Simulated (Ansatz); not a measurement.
# ClHSi₃: what the fields show

The calculation's input:

```
crystal:
  periodic: [false, false, false]
  atoms:
    - {symbol: Cl, position_ang: [-0.916216, -2.045715, -2.057931]}
    - {symbol: Si, position_ang: [-1.352559, 0.480743, -0.355045]}
    - {symbol: Si, position_ang: [-0.009456, -0.262926, 1.272678]}
    - {symbol: Si, position_ang: [0.413444, -1.356322, -0.583625]}
    - {symbol: H, position_ang: [1.740356, -1.783904, -1.115858]}
basis:
  gaussian: {orbitals: def2-TZVPD}
total_charge: 0
hamiltonian: {xc: {name: PBE0}}
output: {forces: true, orbitals: {seedname: orbitals}}
```

Run with:

```sh
ansatz run input.yaml --threads 1 --pin off --max-ram 2610MiB --events-out events.jsonl --progress --plain --runs-dir runs
```

Geometry: PBE0-D3(BJ)/def2-SVP.

Method: isolated molecule in a Gaussian basis; Kohn-Sham density functional theory, functional PBE0 (Ansatz 0.2.0).

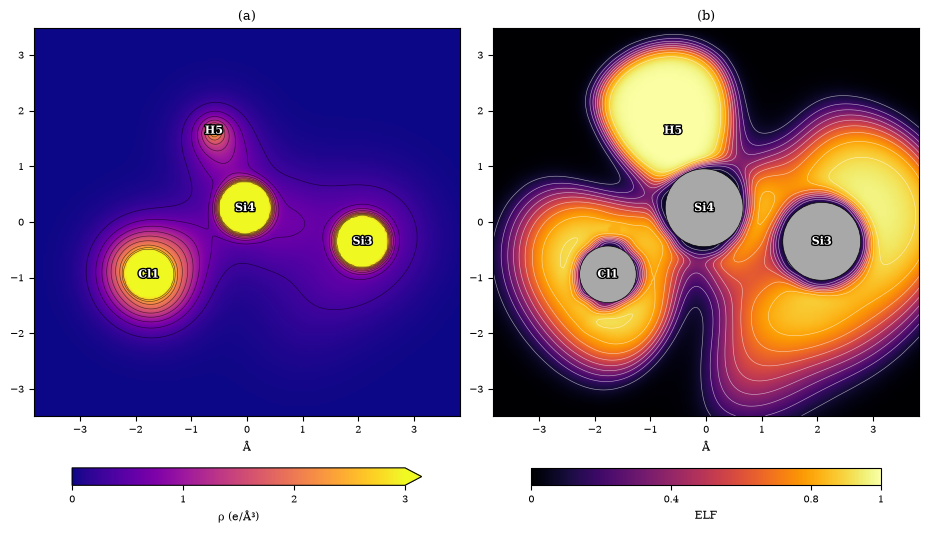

Figure 1. (a) electron density; (b) ELF on the plane of atoms Cl1, Si4 and Si3. Grey discs cover the atomic cores in the ELF map.

**What do the fields say about this system?**

- The plane passes through Cl, Si and H nuclei.
- Si–Cl (2.10 Å): the density is about 0.82 e/Å³ at the midpoint; the ELF peaks at about 0.85 between the atoms, as expected for a polar covalent bond.
- Si–Si (2.20 Å): the density is about 0.6 e/Å³ at the midpoint; the ELF peaks at about 0.80 between the atoms (a covalent bond).
- Si–H (1.49 Å): ρ is about 0.83 e/Å³ halfway; the ELF climbs to about 1 towards the hydrogen, as it does in any bond to H.
- The ELF also peaks beside Cl1 and Si3, away from the bonds: lone-pair regions.

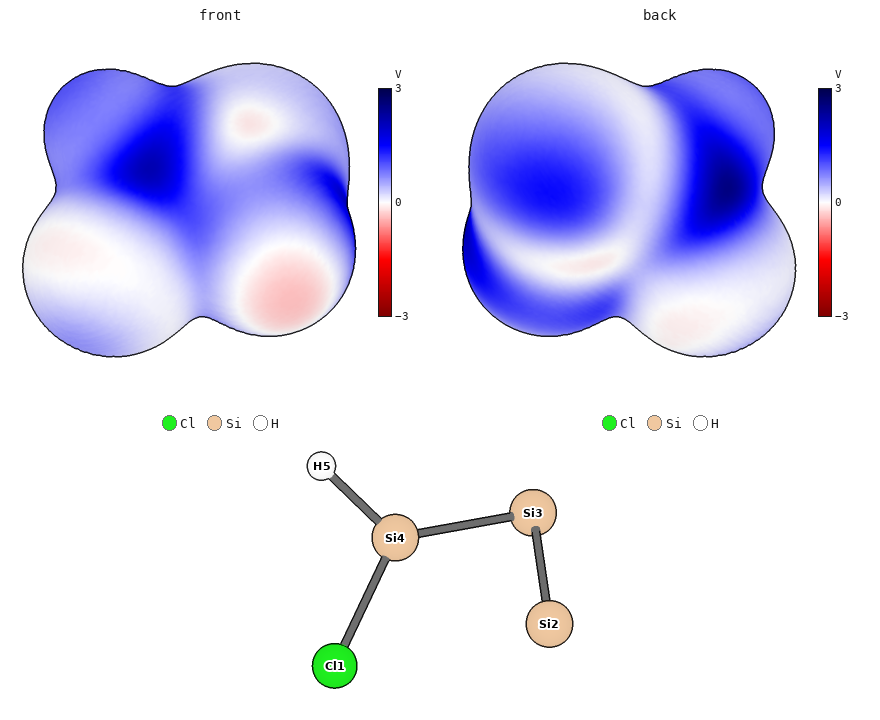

Figure 2. The electrostatic potential painted on the density surface at 0.004 e/bohr³, seen from the front and from behind; the colour scale runs from red (negative) to blue (positive). The bare structure is drawn below in the same view.

**Describe the electrostatic potential map.**

The most negative region (about −0.3 V) lies over Si2, the most positive (about +2.4 V) over Si4. Cl1 shows a σ-hole: about +0.6 V at the tip opposite its bond, against about +0.2 V on its flanks.

**How polar is the molecule by this calculation?**

Its dipole moment is 0.65 D.

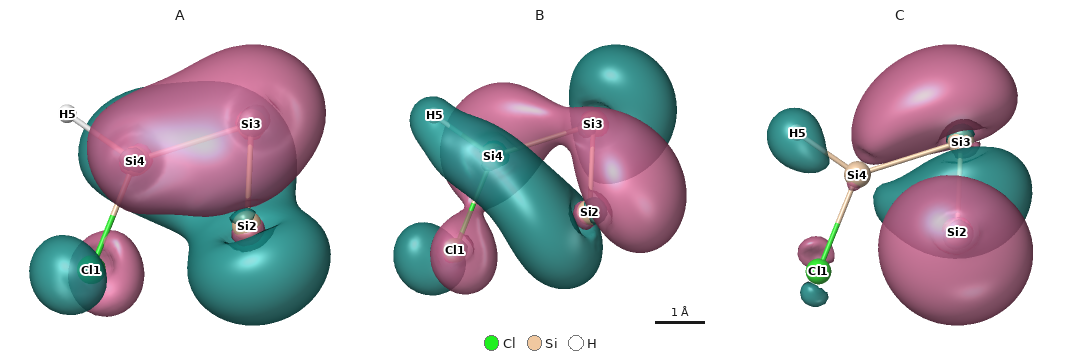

Figure 3. Three frontier orbitals at ±0.08 Å⁻³ᐟ² (teal and pink are the two phases), in no order.

**Order the three orbitals by energy and name them.**

A is the HOMO−1 (−6.71 eV). By Hirshfeld shares it lies mainly on Si3 (about 35 %), Si2 (about 30 %), Si4 (about 25 %) and Cl1 (about 5 %). C is the HOMO (−6.22 eV). Its weight (Hirshfeld) is mainly on Si2 (about 50 %), Si3 (about 40 %) and Si4 (about 10 %). B is the LUMO (−3.33 eV). It lies mainly on Si2 (about 40 %), Si3 (about 25 %), Si4 (about 20 %) and Cl1 (about 10 %).

**What is the HOMO–LUMO gap?**

2.89 eV between the orbital energies.
